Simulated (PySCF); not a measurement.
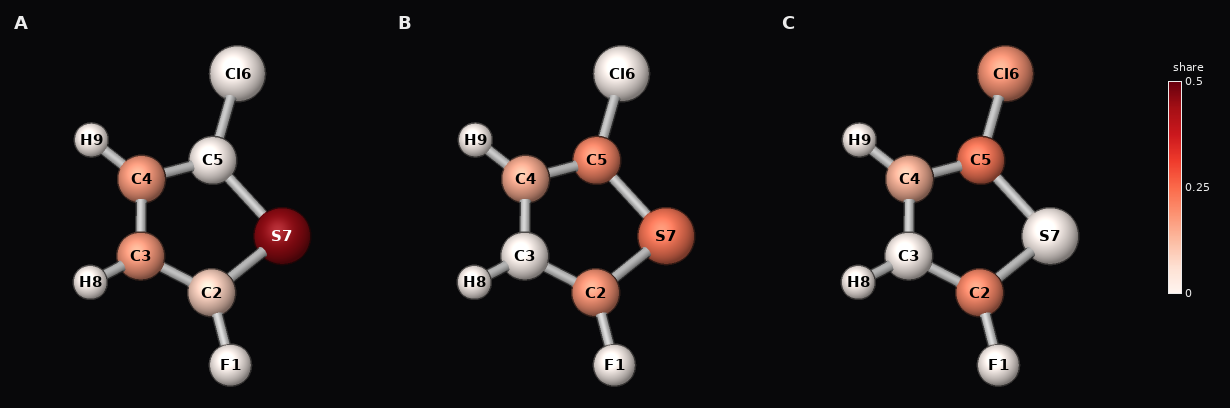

Each panel colours the atoms by their Löwdin share in one orbital (up to four of the largest shares; other atoms are shown as zero). Computed geometry: GFN2-xTB optimisation. No frequency run is at hand to confirm it as a minimum. Computed with PBE0/def2-SVPD (PySCF 2.14.0).

Question: The panels show the HOMO−1, HOMO, LUMO, in some order. Which is which?

Answer: A: HOMO−1, −8.00 eV; S7 0.46, C4 0.17, C3 0.17, C2 0.09
B: LUMO, −0.95 eV; S7 0.23, C5 0.20, C2 0.18, C4 0.14
C: HOMO, −6.85 eV; C5 0.23, C2 0.20, Cl6 0.18, C4 0.13
